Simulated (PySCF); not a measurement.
**BBrCl2 (bromodichloroborane): levels of theory compared**

Wanted: a comparison of 5 runs (HF/3-21G, HF/cc-pVDZ, PBE0/3-21G, wB97X/6-31G, wB97X/def2-TZVP) of BBrCl2 (bromodichloroborane). The job is set up through a Python script.

The results are computed with PySCF 2.14.0.

## (1) The molecule

The species is BBrCl2 (4 atoms), meant as a singlet with charge 0. SMILES: `ClB(Cl)Br`. Geometry: relaxed at PBE0-D4/def2-TZVP.

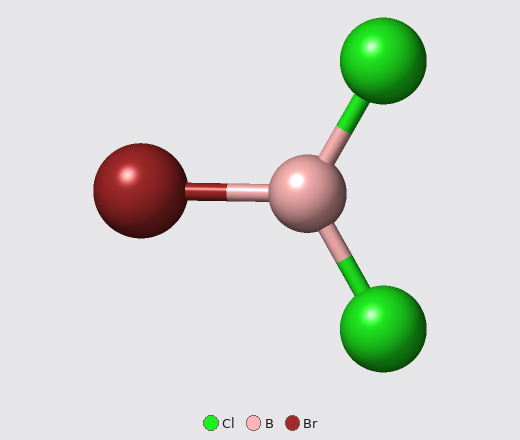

Viewed from a chosen angle; chlorine green, boron pink, bromine red.

## (2) Energy and gradient at HF/3-21G (run 1)

calc.py reads:

```python
from pyscf import gto

mol = gto.M(
    atom=[
    ('Cl', (0.582100, 0.666000, 1.510800)),
    ('B', (0.037200, -0.038100, 0.022100)),
    ('Cl', (0.444300, -1.679200, -0.365600)),
    ('Br', (-1.008100, 0.991100, -1.187600)),
],
    max_memory=1860,
    basis='3-21g',
    verbose=4,
)

mf = mol.RHF()
mf.conv_tol = 1e-10
mf.kernel()
if not mf.converged:
    mf = mf.newton().run(mf.mo_coeff, mf.mo_occ)

etot = mf.e_tot
print('E = %.10f Eh' % etot)
grad = mf.nuc_grad_method().kernel()
dip = mf.dip_moment()
pop, q = mf.mulliken_pop()
```

Command:

```
OMP_NUM_THREADS=1 python calc.py
```

The log of the run:

```text
PySCF version 2.14.0

[... 58 lines left out ...]
converged SCF energy = -3499.27696227547
[... 11 lines left out ...]
Dipole moment(X, Y, Z, Debye): -0.32774,  0.32273, -0.37842
[... 62 lines left out ...]
charge of    3Br =      0.03816
```

Run time: 2.2 s. Hardware: 1 thread of Intel Xeon at 2.70GHz, shared host; peak memory 0.13 GiB.

## (3) Energy and gradient at HF/cc-pVDZ (run 2)

job.py reads:

```python
# ClB(Cl)Br
from pyscf import gto, scf

mol = gto.M(
    atom='''
Cl     1.100010     1.258558     2.854998
B      0.070298    -0.071999     0.041763
Cl     0.839605    -3.173228    -0.690884
Br    -1.905033     1.872908    -2.244239
''',
    verbose=3,
    max_memory=1860,
    unit='bohr',
    basis='cc-pvdz',
    charge=0,
)

mf = scf.RHF(mol)
mf.conv_tol = 1e-10
mf.kernel()
if not mf.converged:
    mf = mf.newton().run(mf.mo_coeff, mf.mo_occ)

etot = mf.e_tot
print(f'total energy: {etot:.8f} hartree')
grad = mf.nuc_grad_method().kernel()
mf.analyze()
```

Command:

```
OMP_NUM_THREADS=1 python job.py
```

The log of the run:

```text
converged SCF energy = -3516.19932344732
[... 13 lines left out ...]
MO #5   energy= -58.584786269957   occ= 2
[... 8 lines left out ...]
MO #14  energy= -8.05187637546545  occ= 2
[... 8 lines left out ...]
MO #23  energy= -3.22092272651888  occ= 2
[... 8 lines left out ...]
MO #32  energy= -0.546072578769474 occ= 2
[... 8 lines left out ...]
MO #41  energy= 0.267821103538655  occ= 0
[... 8 lines left out ...]
MO #50  energy= 0.645976162049035  occ= 0
[... 8 lines left out ...]
MO #59  energy= 0.870667921046706  occ= 0
[... 8 lines left out ...]
MO #68  energy= 1.1160803907727    occ= 0
[... 8 lines left out ...]
MO #77  energy= 1.70548127407942   occ= 0
[... 5 lines left out ...]
Dipole moment(X, Y, Z, Debye):  0.02117, -0.02066,  0.02521
```

It took 9 s on 1 thread of Intel Xeon at 2.70GHz, shared host; peak memory 0.15 GiB.

Runs 3 to 4 aren't shown in full; the table further down has their settings and results.

## (4) Energy and forces at wB97X/def2-TZVP (run 5)

mol.xyz reads:

```xyz
4
BBrCl2
Cl     0.582100     0.666000     1.510800
B      0.037200    -0.038100     0.022100
Cl     0.444300    -1.679200    -0.365600
Br    -1.008100     0.991100    -1.187600
```

job.py reads:

```python
# ClB(Cl)Br
import pyscf.grad
from pyscf import gto, dft

mol = gto.Mole()
mol.atom = 'mol.xyz'
mol.basis = 'def2-tzvp'
mol.verbose = 4
mol.charge = 0
mol.spin = 0
mol.max_memory = 1860
mol.build()

mf = dft.RKS(mol, xc='wb97x')
mf.grids.level = 5
mf.conv_tol = 1e-10
mf.kernel()
if not mf.converged:
    mf = mf.newton().run(mf.mo_coeff, mf.mo_occ)

e_final = mf.e_tot
print('E = %.10f Eh' % e_final)
grad = mf.Gradients().kernel()
mf.analyze()
```

Command:

```
OMP_NUM_THREADS=1 python job.py
```

The log of the run:

```text
PySCF version 2.14.0

[... 93 lines left out ...]
MO #1   energy= -482.650149233179  occ= 2
[... 18 lines left out ...]
MO #20  energy= -6.62962507003276  occ= 2
[... 18 lines left out ...]
MO #39  energy= 0.100924130040741  occ= 0
[... 18 lines left out ...]
MO #58  energy= 0.492552737609504  occ= 0
[... 18 lines left out ...]
MO #77  energy= 1.08222252893703   occ= 0
[... 18 lines left out ...]
MO #96  energy= 1.79041271921991   occ= 0
[... 18 lines left out ...]
MO #115 energy= 2.17083688063496   occ= 0
[... 18 lines left out ...]
MO #134 energy= 3.04115799209535   occ= 0
[... 18 lines left out ...]
MO #153 energy= 25.2166819169062   occ= 0
[... 160 lines left out ...]
Dipole moment(X, Y, Z, Debye):  0.02531, -0.02467,  0.02979
```

It took 2.5 min on 1 thread of Intel Xeon at 2.70GHz, shared host; peak memory 1.8 GiB.

## (5) Overview of the runs

```
run            level  integration grid   energy (Eh)  dipole moment (D)  HOMO energy (eV)  LUMO energy (eV)  wall time
  1         HF/3-21G                 –  -3499.276962               0.60            -11.86              1.54      2.2 s
  2       HF/cc-pVDZ                 –  -3516.199323               0.04            -11.67              2.08        9 s
  3       PBE0/3-21G                 5  -3501.915993               0.61             -8.73             -1.97       11 s
  4      wB97X/6-31G                 5  -3519.066564               0.27            -11.21              0.12       35 s
  5  wB97X/def2-TZVP                 5  -3519.576226               0.05            -11.03              0.41    2.5 min
```

## (6) Outcome

```
                       quantity           value
            run 5: total energy  -3519.57623 Eh
           run 5: dipole moment          0.05 D
             run 5: HOMO energy       -11.03 eV
             run 5: LUMO energy         0.41 eV
           run 5: HOMO–LUMO gap        11.44 eV
run 5: largest force on an atom      0.071 eV/Å
```

The dipole moment (its size) runs from 0.04 D (HF/cc-pVDZ) to 0.61 D (PBE0/3-21G). The two ends differ in method and basis. The two dipoles point in opposite directions. The HOMO–LUMO gap runs from 6.76 eV (PBE0/3-21G) to 13.75 eV (HF/cc-pVDZ). Totals of different functionals can't be ranked against each other. All runs together took 3.4 min, the longest 2.5 min.
